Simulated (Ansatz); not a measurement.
# SiH3+ (triplet): one geometry, many settings at distance Si1–H3 = 2.314 Å

What do other methods and options give for SiH3+ (triplet) at this geometry, and how long do they take?

Program: Ansatz 0.2.0, Gaussian basis. Level of theory: the settings change from run to run. These are calculated values, not measurements.

15 further runs of the same task are left out: 11 that didn't finish, 4 set aside as unsound or not needed.

## Step 1: The geometry

The geometry derives from a PBE0/def2-TZVP stationary point (not a proven minimum). One bond is set to the value named and the two fragments are kept rigid.

4 atoms, charge 1, spin multiplicity 3.

Atoms are counted from 1 here; the program's logs count them from 0.

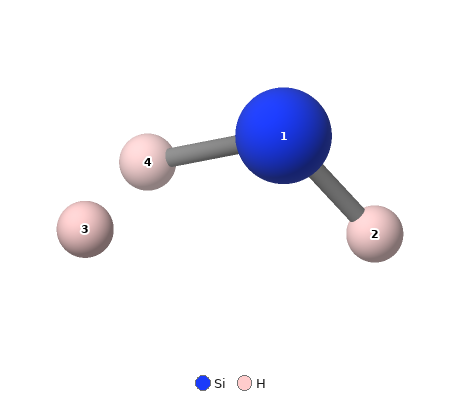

The geometry (silicon blue, hydrogen pink); atoms are numbered from 1 in the order of the file.

Coordinates:

```xyz
4

Si   -0.0052    0.0724   -0.0975
H    -0.0052   -1.2208   -0.8423
H     0.5949   -0.4705    2.0704
H    -0.4445   -0.3250    1.4895
```

## Step 2: HF/def2-SVPD

in.yaml reads:

```yaml
crystal:
  periodic: [false, false, false]
  atoms:
    - {symbol: Si, position_ang: [-0.005209, 0.072363, -0.097531]}
    - {symbol: H, position_ang: [-0.005209, -1.220784, -0.842263]}
    - {symbol: H, position_ang: [0.594897, -0.470497, 2.070365]}
    - {symbol: H, position_ang: [-0.444530, -0.325049, 1.489523]}
basis:
  gaussian: {orbitals: def2-SVPD}
total_charge: 1
magnetization: {spin_polarized: false, initial_magnetization: 2}
hamiltonian: {xc: hf}
output: {orbitals: {seedname: orbitals}}
```

Started as:

```bash
$ ansatz run in.yaml --threads 1 --pin off --events-out ev --progress --plain --max-ram 2393MiB
```

Standard output:

```text
Functional definition: HF
  name "HF"
  cite "Fock, Z. Phys. 61, 126 (1930) doi:10.1007/BF01340294"
  parent pbe
  exchange = exact_x
  correlation = 0
474 factors; their error is unknown
mean field evaluation 1: about -7893.2527 eV, gradient 7.1e0 eV
mean field evaluation 2: about -7893.7791 eV, gradient 2.3e0 eV
mean field evaluation 4: about -7893.8891 eV, gradient 3.8e-1 eV
mean field evaluation 8: about -7893.8968 eV, gradient 1.4e-1 eV
mean field evaluation 16: about -7877.4611 eV, gradient 2.7e1 eV
mean field evaluation 32: about -7893.4456 eV, gradient 4.1e0 eV
mean field -7894.18357843 eV, -290.1058956374 hartree, gradient 2.5e-5 eV, S^2 2.000000; 0 other end points of the search recorded, 0 dependent functions left out
reference -7894.18357843 eV, -290.1058956374 hartree; 9, 7 occupied and 39, 41 virtual orbitals, 474 factors
Total energy: -7894.18357843 eV, -290.1058956374 hartree
```

It took 0.21 s on 1 thread of AMD EPYC 7B13, shared host.

## Step 3: CCSD on UHF/cc-pVDZ

Changes to in.yaml since step 2:

```diff
@@ -8,6 +8,5 @@
 basis:
-  gaussian: {orbitals: def2-SVPD}
+  gaussian: {orbitals: cc-pVDZ}
 total_charge: 1
-magnetization: {spin_polarized: false, initial_magnetization: 2}
-hamiltonian: {xc: hf}
-output: {orbitals: {seedname: orbitals}}
+magnetization: {spin_polarized: true, initial_magnetization: 2}
+correlation: {method: ccsd, electrons: valence}
```

The command is unchanged.

Standard output, cut to the lines that bear on the results:

```text
Functional definition: HF
  name "HF"
  cite "Fock, Z. Phys. 61, 126 (1930) doi:10.1007/BF01340294"
  parent pbe
[...]
318 factors; integrals over basis functions are off by at most 1.2e-3 eV
[...]
mean field -7896.81109109 eV, -290.2024549468 hartree, gradient 4.4e-6 eV, S^2 2.054411; 3 other end points of the search recorded, 0 dependent functions left out
determinant -7896.81109109 eV, -290.2024549468 hartree, with singles and doubles -7899.66176221 eV, -290.3072151782 hartree
determinant -7895.09570979 eV, -290.1394158468 hartree, with singles and doubles -7897.79519849 eV, -290.2386202266 hartree
5 core orbitals not correlated: weight in the atoms' cores, before any rotation towards them, 1.000 or more for the frozen orbitals, at most 0.000 for the correlated occupied ones
reference -7896.81109109 eV, -290.2024549468 hartree; 4, 2 occupied and 24, 26 virtual orbitals, 318 factors
second order -2.05535866 eV of doubles, -0.00000000 eV of singles
cycle   1  -2.85091075 eV  change   -2.4e-4 eV  update   2.4e-3
[...]
cycle   9  -2.85232803 eV  change    2.8e-6 eV  update   3.0e-6
Total energy: -7899.66341912 eV, -290.3072760686 hartree
```

It took 0.57 s on 1 thread of AMD EPYC 7B13, shared host.

From the report: ⟨S²⟩ of the determinant 2.054 (pure triplet: 2.00); correlation -2.8523 eV; T1 0.038; largest double amplitude 0.06.

## Step 4: MRCISD+Q(relaxed)(2,3)/cc-pVDZ

Changes to in.yaml since step 3:

```diff
@@ -10,3 +10,3 @@
 total_charge: 1
-magnetization: {spin_polarized: true, initial_magnetization: 2}
-correlation: {method: ccsd, electrons: valence}
+magnetization: {spin_polarized: false, initial_magnetization: 2}
+correlation: {method: fic_mrcisd_q_relaxed, electrons: valence, active_space: {window: {electrons: 2, orbitals: 3}}}
```

Launched as before.

Standard output, cut to the lines that bear on the results:

```text
Functional definition: HF
  name "HF"
  cite "Fock, Z. Phys. 61, 126 (1930) doi:10.1007/BF01340294"
  parent pbe
[...]
318 factors; integrals over basis functions are off by at most 1.2e-3 eV
[...]
mean field -7896.64494748 eV, -290.1963492817 hartree, gradient 1.5e-6 eV, S^2 2.000000; 2 other end points of the search recorded, 0 dependent functions left out
reference -7896.64494748 eV, -290.1963492817 hartree; 9, 7 occupied and 24, 26 virtual orbitals, 318 factors
state -7896.64494748 eV, -290.1963492817 hartree
contracted CI cycle   1: correlation -0.00000000 eV, -0.0000000000 hartree, residual 1.17e1 eV
contracted CI cycle   2: correlation -2.75201393 eV, -0.1011346465 hartree, residual 2.18e0 eV
contracted CI cycle   3: correlation -2.88020596 eV, -0.1058456169 hartree, residual 7.20e-1 eV
contracted CI cycle   4: correlation -2.89413973 eV, -0.1063576734 hartree, residual 2.61e-1 eV
contracted CI cycle   5: correlation -2.89596200 eV, -0.1064246405 hartree, residual 9.42e-2 eV
contracted CI cycle   6: correlation -2.89623448 eV, -0.1064346539 hartree, residual 3.77e-2 eV
contracted CI cycle   7: correlation -2.89627162 eV, -0.1064360189 hartree, residual 1.21e-2 eV
contracted CI cycle   8: correlation -2.89627533 eV, -0.1064361551 hartree, residual 4.30e-3 eV
contracted CI cycle   9: correlation -2.89627578 eV, -0.1064361718 hartree, residual 1.44e-3 eV
contracted CI cycle  10: correlation -2.89627585 eV, -0.1064361744 hartree, residual 6.30e-4 eV
state -7896.64494748 eV, -290.1963492817 hartree; corrected -7899.79625683 eV, -290.3121577643 hartree
WARN: 1 active orbitals are nearly empty or full. The corrections depend on them more than the energy does, and are more stable in an active space without them
Total energy: -7899.79625683 eV, -290.3121577643 hartree
```

Wall time 0.63 s (1 thread of AMD EPYC 7B13, shared host).

From the report: 9 determinants; active occupations 1.00, 1.00, 0.00. The report marks this result as in doubt.

## Step 5: CCSDT(Q) on ROHF/cc-pVDZ

Changes to in.yaml since step 4:

```diff
@@ -11,2 +11,3 @@
 magnetization: {spin_polarized: false, initial_magnetization: 2}
-correlation: {method: fic_mrcisd_q_relaxed, electrons: valence, active_space: {window: {electrons: 2, orbitals: 3}}}
+correlation: {method: ccsdt_q, electrons: outside_noble_gas, diis_vectors: 12}
+accuracy: high
```

Same command.

Standard output, cut to the lines that bear on the results:

```text
Functional definition: HF
  name "HF"
  cite "Fock, Z. Phys. 61, 126 (1930) doi:10.1007/BF01340294"
  parent pbe
[...]
682 factors; integrals over basis functions are off by at most 3.4e-9 eV
[...]
mean field -7896.64496732 eV, -290.1963500109 hartree, gradient 2.6e-8 eV, S^2 2.000000; 3 other end points of the search recorded, 0 dependent functions left out
determinant -7896.64496732 eV, -290.1963500109 hartree, with singles and doubles -7899.66320068 eV, -290.3072680410 hartree
determinant -7894.66499792 eV, -290.1235874775 hartree, with singles and doubles -7897.81517361 eV, -290.2393542986 hartree
5 core orbitals not correlated: weight in the atoms' cores, before any rotation towards them, 1.000 or more for the frozen orbitals, at most 0.000 for the correlated occupied ones
reference -7896.64496732 eV, -290.1963500109 hartree; 4, 2 occupied and 24, 26 virtual orbitals, 682 factors
second order -2.21604933 eV of doubles, -0.04877369 eV of singles
cycle   1  -2.75169265 eV  change   -4.9e-1 eV  update   6.8e-2
[...]
cycle  29  -3.12676748 eV  change  -3.7e-10 eV  update  3.6e-10
perturbative correction -0.00218480 eV, -0.0000802898 hartree
Total energy: -7899.77391960 eV, -290.3113368863 hartree
```

Run time: 5.5 s. Hardware: 1 thread of AMD EPYC 7B13, shared host.

From the report: correlation -3.1290 eV; T1 0.036; largest double amplitude 0.07.

## Step 6: BCCD(T) on UHF/def2-mTZVP

Changes to in.yaml since step 5:

```diff
@@ -8,6 +8,6 @@
 basis:
-  gaussian: {orbitals: cc-pVDZ}
+  gaussian: {orbitals: def2-mTZVP}
 total_charge: 1
-magnetization: {spin_polarized: false, initial_magnetization: 2}
-correlation: {method: ccsdt_q, electrons: outside_noble_gas, diis_vectors: 12}
+magnetization: {spin_polarized: true, initial_magnetization: 2}
+correlation: {method: bccd_t, electrons: all}
 accuracy: high
```

Same command.

Standard output, cut to the lines that bear on the results:

```text
Functional definition: HF
  name "HF"
  cite "Fock, Z. Phys. 61, 126 (1930) doi:10.1007/BF01340294"
  parent pbe
[...]
557 factors; integrals over basis functions are off by at most 3.9e-9 eV
[...]
mean field -7896.55165093 eV, -290.1929206968 hartree, gradient 2.5e-8 eV, S^2 2.061280; 3 other end points of the search recorded, 0 dependent functions left out
determinant -7896.55165093 eV, -290.1929206968 hartree, with singles and doubles -7899.83084533 eV, -290.3134288681 hartree
determinant -7894.93340857 eV, -290.1334513868 hartree, with singles and doubles -7898.05054811 eV, -290.2480041521 hartree
reference -7896.55165093 eV, -290.1929206968 hartree; 9, 7 occupied and 22, 24 virtual orbitals, 557 factors
second order -2.50811855 eV of doubles, -0.00000000 eV of singles
cycle   1  -3.28703805 eV  change   -7.8e-3 eV  update   1.2e-2
[...]
cycle  24  -3.28066244 eV  change   3.7e-10 eV  update   1.7e-9
perturbative correction -0.08962624 eV, -0.0032937037 hartree
Total energy: -7899.92193962 eV, -290.3167765217 hartree
```

Run time: 2.4 s. Hardware: 1 thread of AMD EPYC 7B13, shared host.

From the report: ⟨S²⟩ of the determinant 2.061 (pure triplet: 2.00); correlation -3.3703 eV; largest double amplitude 0.06.

## Step 7: CCSDT(Q)/STO-3G

Changes to in.yaml since step 6:

```diff
@@ -8,6 +8,6 @@
 basis:
-  gaussian: {orbitals: def2-mTZVP}
+  gaussian: {orbitals: STO-3G}
 total_charge: 1
-magnetization: {spin_polarized: true, initial_magnetization: 2}
-correlation: {method: bccd_t, electrons: all}
-accuracy: high
+magnetization: {spin_polarized: false, initial_magnetization: 2}
+hamiltonian: {xc: {name: PBE}}
+correlation: {method: ccsdt_q, electrons: outside_noble_gas, diis_vectors: 2}
```

The command is unchanged.

Standard output, cut to the lines that bear on the results:

```text
Functional definition: PBE
  name "PBE"
  cite "Perdew, Burke & Ernzerhof, Phys. Rev. Lett. 77, 3865 (1996) doi:10.1103/PhysRevLett.77.3865"
  parent pbe
[...]
180 factors; integrals over basis functions are off by at most 2.6e-8 eV
[...]
mean field -7817.15808762 eV, -287.2752610600 hartree, gradient 4.7e-6 eV, S^2 2.000000; 0 other end points of the search recorded, 0 dependent functions left out
[...]
5 core orbitals not correlated: weight in the atoms' cores, before any rotation towards them, 1.000 or more for the frozen orbitals, at most 0.000 for the correlated occupied ones
reference -7806.10385059 eV, -286.8690253418 hartree; 4, 2 occupied and 3, 5 virtual orbitals, 180 factors
second order -1.21717433 eV of doubles, -0.17266349 eV of singles
cycle   1  -1.86200062 eV  change   -4.7e-1 eV  update   7.3e-2
[...]
cycle  24  -2.22596639 eV  change   -3.3e-7 eV  update   5.9e-7
perturbative correction -0.00107533 eV, -0.0000395175 hartree
Total energy: -7808.33089230 eV, -286.9508676153 hartree
```

Wall time 0.91 s (1 thread of AMD EPYC 7B13, shared host).

From the report: correlation -2.2270 eV; T1 0.034; largest double amplitude 0.09. The orbitals are Kohn-Sham ones, so correlation energy and T1 don't compare with those on Hartree-Fock orbitals.

## Step 8: CCSDT(Q)/B/6-31++G**

Changes to in.yaml since step 7:

```diff
@@ -8,6 +8,6 @@
 basis:
-  gaussian: {orbitals: STO-3G}
+  gaussian: {orbitals: "6-31++G**"}
 total_charge: 1
-magnetization: {spin_polarized: false, initial_magnetization: 2}
+magnetization: {spin_polarized: true, initial_magnetization: 2}
 hamiltonian: {xc: {name: PBE}}
-correlation: {method: ccsdt_q, electrons: outside_noble_gas, diis_vectors: 2}
+correlation: {method: ccsdt_q_b, electrons: valence}
```

The command is unchanged.

Standard output, cut to the lines that bear on the results:

```text
Functional definition: PBE
  name "PBE"
  cite "Perdew, Burke & Ernzerhof, Phys. Rev. Lett. 77, 3865 (1996) doi:10.1103/PhysRevLett.77.3865"
  parent pbe
[...]
661 factors; integrals over basis functions are off by at most 2.5e-7 eV
[...]
mean field -7908.09139575 eV, -290.6169984969 hartree, gradient 3.3e-6 eV, S^2 2.004917; 0 other end points of the search recorded, 0 dependent functions left out
5 core orbitals not correlated: weight in the atoms' cores, before any rotation towards them, 1.000 or more for the frozen orbitals, at most 0.000 for the correlated occupied ones
reference -7895.83640071 eV, -290.1666357358 hartree; 4, 2 occupied and 32, 34 virtual orbitals, 661 factors
second order -2.25761334 eV of doubles, -0.20615299 eV of singles
cycle   1  -2.82894816 eV  change   -3.7e-1 eV  update   5.9e-2
[...]
cycle  18  -3.12362236 eV  change    3.4e-7 eV  update   5.3e-7
perturbative correction -0.00208587 eV, -0.0000766543 hartree
Total energy: -7898.96210894 eV, -290.2815033946 hartree
```

Wall time 7.5 s (1 thread of AMD EPYC 7B13, shared host).

From the report: ⟨S²⟩ of the determinant 2.005 (pure triplet: 2.00); correlation -3.1257 eV; T1 0.022; largest double amplitude 0.07. The orbitals are Kohn-Sham ones, so correlation energy and T1 don't compare with those on Hartree-Fock orbitals.

## Step 9: HF/def2-mTZVP

Changes to in.yaml since step 8:

```diff
@@ -8,6 +8,7 @@
 basis:
-  gaussian: {orbitals: "6-31++G**"}
+  gaussian: {orbitals: def2-mTZVP}
 total_charge: 1
 magnetization: {spin_polarized: true, initial_magnetization: 2}
-hamiltonian: {xc: {name: PBE}}
-correlation: {method: ccsdt_q_b, electrons: valence}
+hamiltonian: {xc: hf}
+scf: {lower_state_search: light}
+output: {forces: true, orbitals: {seedname: orbitals}}
```

The command is unchanged.

Standard output, cut to the lines that bear on the results:

```text
Functional definition: HF
  name "HF"
  cite "Fock, Z. Phys. 61, 126 (1930) doi:10.1007/BF01340294"
  parent pbe
[...]
292 factors; integrals over basis functions are off by at most 6.6e-4 eV
[...]
mean field -7896.55162038 eV, -290.1929195739 hartree, gradient 2.2e-5 eV, S^2 2.061278; 0 other end points of the search recorded, 0 dependent functions left out
[...]
reference -7896.55162038 eV, -290.1929195739 hartree; 9, 7 occupied and 22, 24 virtual orbitals, 292 factors
Total energy: -7896.55162038 eV, -290.1929195739 hartree
Atom 0 at    -0.005209     0.072363    -0.097531 Å, force    -0.094637    -1.101834     1.361290 eV/Å
Atom 1 at    -0.005209    -1.220784    -0.842263 Å, force     0.126560     0.497752    -0.008388 eV/Å
Atom 2 at     0.594897    -0.470497     2.070365 Å, force    -1.449677     0.312928    -1.521329 eV/Å
Atom 3 at    -0.444530    -0.325049     1.489523 Å, force     1.417754     0.291153     0.168427 eV/Å
Dipole moment:     0.040131     0.038430     0.170180 e Å
```

Run time: 0.21 s. Hardware: 1 thread of AMD EPYC 7B13, shared host.

From the report: ⟨S²⟩ of the determinant 2.061 (pure triplet: 2.00).

## Step 10: HF/cc-pVDZ

in.yaml reads:

```yaml
crystal:
  periodic: [false, false, false]
  atoms:
    - {symbol: Si, position_ang: [-0.005209, 0.072363, -0.097531]}
    - {symbol: H, position_ang: [-0.005209, -1.220784, -0.842263]}
    - {symbol: H, position_ang: [0.594897, -0.470497, 2.070365]}
    - {symbol: H, position_ang: [-0.444530, -0.325049, 1.489523]}
basis:
  gaussian: {orbitals: cc-pVDZ}
total_charge: 1
magnetization: {spin_polarized: false, initial_magnetization: 2}
hamiltonian: {xc: hf}
scf: {lower_state_search: off}
output: {orbitals: {seedname: orbitals}}
```

The command is unchanged.

Standard output:

```text
Functional definition: HF
  name "HF"
  cite "Fock, Z. Phys. 61, 126 (1930) doi:10.1007/BF01340294"
  parent pbe
  exchange = exact_x
  correlation = 0
these checks for a lower state are left out or cut short: stability, starts, cluster_reference, orbital_swaps, neighbouring_geometries, increment
318 factors; integrals over basis functions are off by at most 1.2e-3 eV
mean field evaluation 1: about -7896.0346 eV, gradient 6.9e0 eV
mean field evaluation 2: about -7896.0365 eV, gradient 6.9e0 eV
mean field evaluation 4: about -7896.6226 eV, gradient 7.4e-1 eV
mean field evaluation 8: about -7896.6449 eV, gradient 2.5e-2 eV
mean field -7896.64494748 eV, -290.1963492817 hartree, gradient 1.5e-6 eV, S^2 2.000000; 0 other end points of the search recorded, 0 dependent functions left out
reference -7896.64494748 eV, -290.1963492817 hartree; 9, 7 occupied and 24, 26 virtual orbitals, 318 factors
Total energy: -7896.64494748 eV, -290.1963492817 hartree
Checks for a lower state left out: stability, starts, cluster_reference, orbital_swaps, neighbouring_geometries, increment
```

Run time: 0.15 s. Hardware: 1 thread of AMD EPYC 7B13, shared host.

## Step 11: The runs in one table

Where basis and cores are those of an earlier FCI/cc-pVDZ run (-7899.7745 eV), and the state is the same kind, the miss against it is given. † marks a result that the program doubts.

| level | correlated | functions | energy (eV) | from FCI (meV) | time |
| --- | --- | --- | --- | --- | --- |
| HF/def2-SVPD |  | 48 | -7894.1836 |  | 0.21 s |
| CCSD on UHF/cc-pVDZ | valence | 33 | -7899.6634 | 111.1 | 0.57 s |
| MRCISD+Q(relaxed)(2,3)/cc-pVDZ † | valence | 33 | -7899.7963 |  | 0.63 s |
| CCSDT(Q) on ROHF/cc-pVDZ | outside noble gas | 33 | -7899.7739 | 0.6 | 5.5 s |
| BCCD(T) on UHF/def2-mTZVP | all | 31 | -7899.9219 |  | 2.4 s |
| CCSDT(Q)/STO-3G (on PBE orbitals) | outside noble gas | 12 | -7808.3309 |  | 0.91 s |
| CCSDT(Q)/B/6-31++G** (on PBE orbitals) | valence | 41 | -7898.9621 |  | 7.5 s |
| HF/def2-mTZVP |  | 31 | -7896.5516 |  | 0.21 s |
| HF/cc-pVDZ |  | 33 | -7896.6449 | 3129.5 | 0.15 s |

## Step 12: Results

| quantity | value |
| --- | --- |
| runs | 9 |
| quickest | HF/cc-pVDZ, 0.15 s |
| slowest | CCSDT(Q)/B/6-31++G** (on PBE orbitals), 7.5 s |

**Reading.** Total energies in different bases, with other cores or another treatment of relativity can't be set against each other. CCSDT(Q)/B/6-31++G** (on PBE orbitals) took 50 times as long as HF/cc-pVDZ; the jobs differ in more than the method. Among the correlated runs with a miss given, it spans +1 to +111 meV. Hartree-Fock, CASSCF and CASCI lack dynamic correlation by design.
